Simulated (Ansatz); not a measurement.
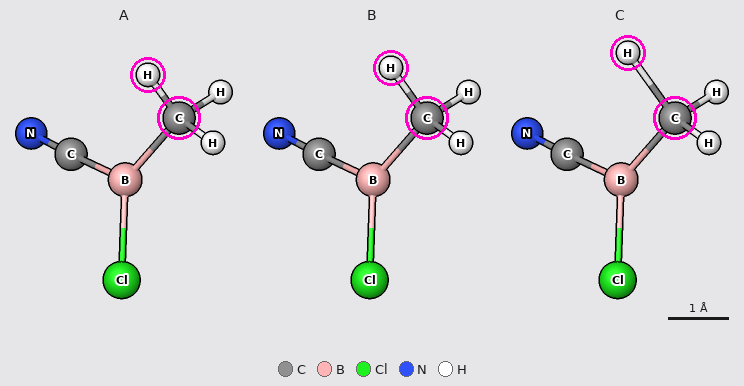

C₂H₃BClN: one C–H bond length is varied, with the rest of the molecule carried along rigidly. The picture is a ball-and-stick view, seen from a free direction. The ringed atoms are those of the scanned coordinate.

Computed with Ansatz: CCSD(T), basis def2-TZVPP, on geometries moved rigidly from the minimum at PBE0-D4/def2-TZVP. Coupled cluster with a frozen core. Energies are counted from the PBE0-D4/def2-TZVP minimum geometry at the same level.

Rank the frames from lowest to highest energy.

Answer. Lowest first: B (the distance 1.096 Å, 0.0 kcal/mol), A (the distance 0.943 Å, 11.8 kcal/mol), C (the distance 1.425 Å, 22.9 kcal/mol). Over the whole scan: the lowest computed point lies at the distance 1.096 Å (0.0 kcal/mol). At the ends of the scan the energy is 11.8 kcal/mol (0.943 Å) and 22.9 kcal/mol (1.425 Å). The curvature at the lowest point is about 33 eV/Å² (5.3 mdyn/Å). The well is steeper on the short side, as for any bond.
